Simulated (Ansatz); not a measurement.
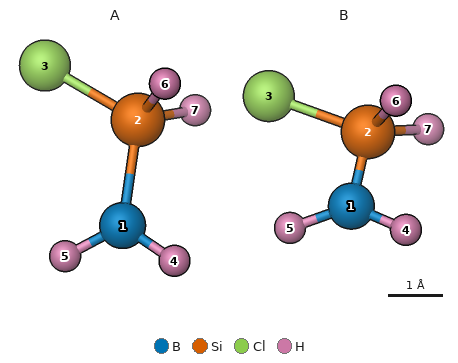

Two geometries of BSiH4Cl, drawn at one scale. One is the start of a relaxation, the other its converged end. The picture is a ball-and-stick view, seen at a tilt.

Theory: Ansatz, RKS PBE-D4/def2-SVP. Settings: force threshold 0.03 eV/Å; at most 250 steps.

### Which of the two is the end point?

Structure A is the relaxed one. It is one of the separated reactants of a reaction. Over 6 geometry steps the energy falls by 628.2 kJ/mol. The largest force component goes from 22 to 0.01 eV/Å. The largest moves after the best rigid fit, 0.59 Å, are those of Cl3 and H4. Largest moves by element: H 0.59 Å, Cl 0.58 Å, B 0.37 Å, Si 0.23 Å. Near-neighbour distances that change, for instance: B1–Si2 1.427 → 2.009 Å, B1–H4 1.153 → 1.218 Å, Si2–H6 1.574 → 1.509 Å, Si2–Cl3 2.040 → 2.093 Å. Among the angles between lasting bonds that change: H4–B1–H5 137.4° → 118.4°, Si2–B1–H4 102.9° → 117.6°, B1–Si2–Cl3 99.3° → 113.9°. The run took 5.5 s on 2 threads of Intel Xeon 6975P-C, on a shared host.
